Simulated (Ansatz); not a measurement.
# AsH7N2Si (SMILES N[AsH]N[SiH3]): what the fields show

```yaml
atoms:
  - { symbol: N, position_ang: [-1.4794, 1.8276, -0.0970] }
  - { symbol: As, position_ang: [0.3112, 1.4565, 0.1257] }
  - { symbol: N, position_ang: [0.5655, -0.2875, -0.4518] }
  - { symbol: Si, position_ang: [0.8205, -1.6295, 0.5948] }
  - { symbol: H, position_ang: [-2.0397, 1.5150, 0.6836] }
  - { symbol: H, position_ang: [-1.8992, 1.5161, -0.9623] }
  - { symbol: H, position_ang: [0.6843, 2.0716, -1.2200] }
  - { symbol: H, position_ang: [0.3929, -0.4608, -1.4311] }
  - { symbol: H, position_ang: [1.1042, -1.0666, 1.9400] }
  - { symbol: H, position_ang: [1.9666, -2.4653, 0.1423] }
  - { symbol: H, position_ang: [-0.3614, -2.5340, 0.6964] }
```

Geometry: PBE0-D4/def2-TZVP.

All numbers below come from Ansatz, RKS PBE0-D4/def2-TZVPP.

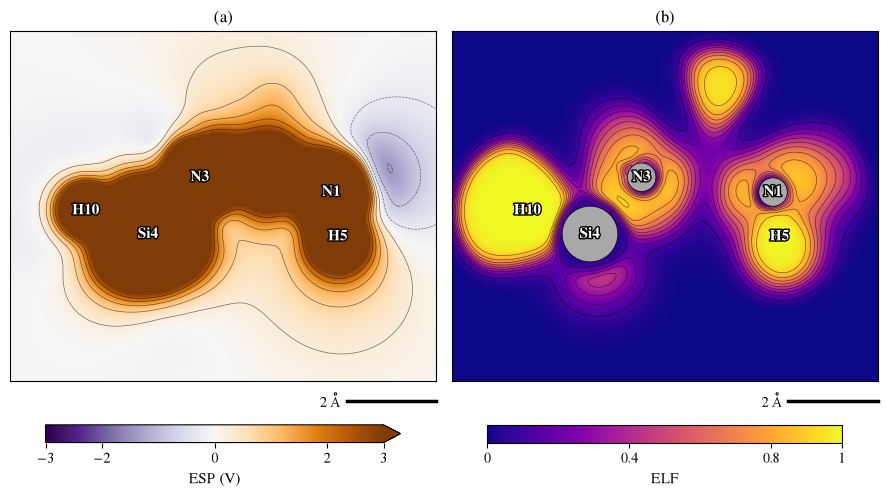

Figure 1. (a) electrostatic potential; (b) ELF on the plane of atoms N3, Si4 and H10. Grey discs cover the atomic cores in the ELF map.

Question: Interpret the plot.

Answer:
- The section cuts through N, Si and H sites.
- Si–N (1.72 Å): the ELF peaks at about 0.90 between the atoms; a shared but strongly polarised pair.
- N–H (1.01 Å): the ELF climbs to about 1 towards the hydrogen, as it does in any bond to H: an ordinary covalent bond to hydrogen.
- Si–H (1.49 Å): the ELF climbs to about 1 towards the hydrogen.
- The ELF also peaks beside N1, away from the bonds: lone-pair regions.
- Outside the dense part of the molecule the potential is most negative (−1.4 V) near N1.

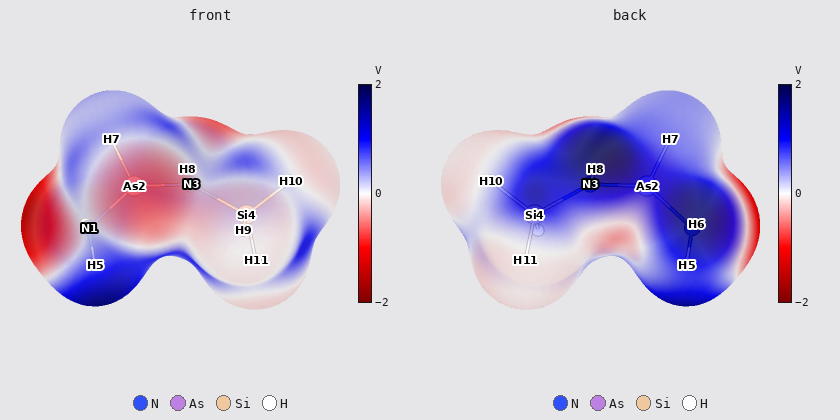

Figure 2. The electrostatic potential painted on the density surface at 0.002 e/bohr³, seen from the front and from behind; red is negative and blue positive.

Question: Where is the surface potential most negative and most positive?

Answer: The most negative region (about −1.4 V) lies over N1, the most positive (about +1.9 V) over H8. N1 is the likeliest acceptor of a hydrogen bond.

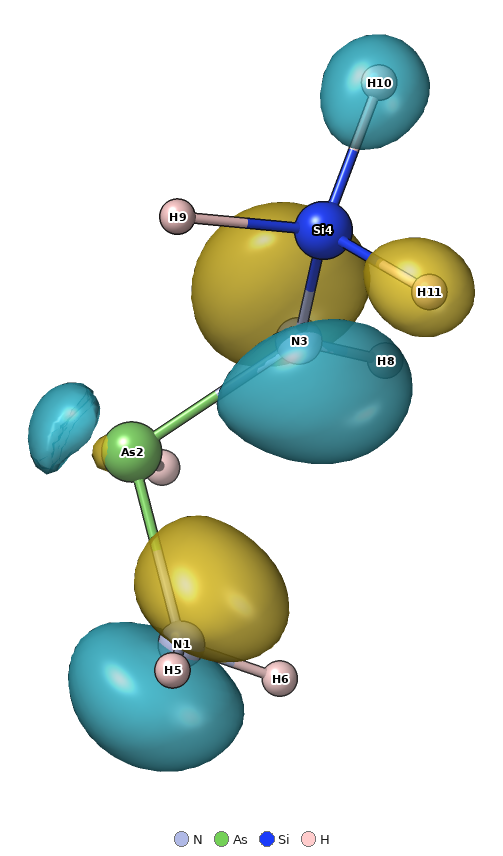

Figure 3. The HOMO at ±0.15 Å⁻³ᐟ² (yellow and cyan are the two phases), seen at an oblique angle.

Question: Where does this orbital lie, and at what energy?

Answer: Its weight (Hirshfeld) is mainly on N3 (about 35 %), N1 (about 30 %) and As2 (about 15 %). Its energy is −7.14 eV.
